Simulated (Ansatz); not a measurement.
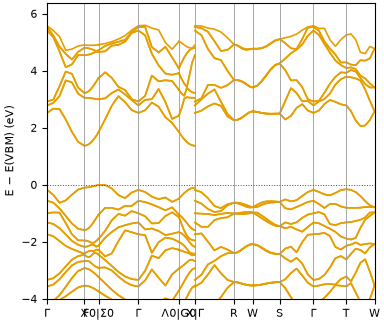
Figure. Band structure from LDA with spin–orbit coupling in the plane-wave PAW code Ansatz

Q: Read off the gap and where the band edges lie.

A: About 1.4 eV (1.36 eV by a search for the band edges); maximum on the Σ0–Γ line, 10 % of the way from Σ0, minimum at X.

The material is SiSe₂ in space group Ibam (No. 72; Se on 8j, Si on 4a).

The cell was relaxed with LDA under the symmetry of its start. A crystal of weakly bound chains computed without a dispersion correction: the cell and the soft elastic constants depend strongly on that.

Potentials: the later of the program's two PAW sets.
